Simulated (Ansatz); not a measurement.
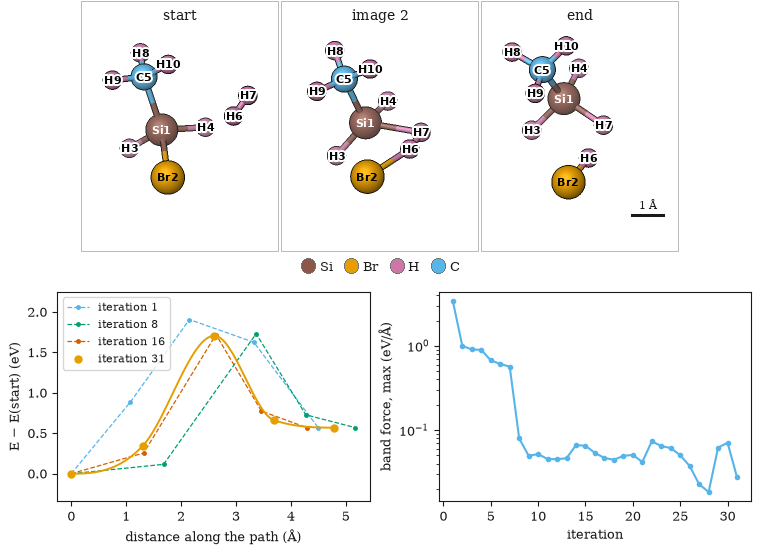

A search for the minimum-energy path of CH7BrSi, made up at the start of CH$_{5}$BrSi and H2 by the nudged elastic band. Images are numbered from 0 (start) to 4 (end). The plot follows the band through its iterations. The picture is a ball-and-stick view, seen at a tilt.

Computed with RKS LDA/def2-SVP in Ansatz 0.2.0. Set-up: 3 movable images; climbing image; force threshold 0.03 eV/Å; iteration limit 60; starting path through a guess of the saddle point.

Question: Judge this run.

Answer: The run is converged, with reservations. The band converged in 31 iterations. The largest component of the band force went from 3.4 to 0.028 eV/Å. The climbing image converged on the top of the path. Its curvatures weren't checked. So few images resolve the path coarsely. The first iteration put the highest image at 1.91 eV. The highest point, image 2, lies 1.71 eV above the start and 1.14 eV above the end; the end is at +0.57 eV relative to the start.

Limits of the set-up: the start holds two separate molecules, 2.6 Å apart at their closest, whose relative position is a soft coordinate and is computed without a dispersion correction.

Cost: 48 s on 2 threads of Intel(R) Xeon(R) 6975P-C (Granite Rapids), with other jobs on the host, peak memory 0.16 GiB.
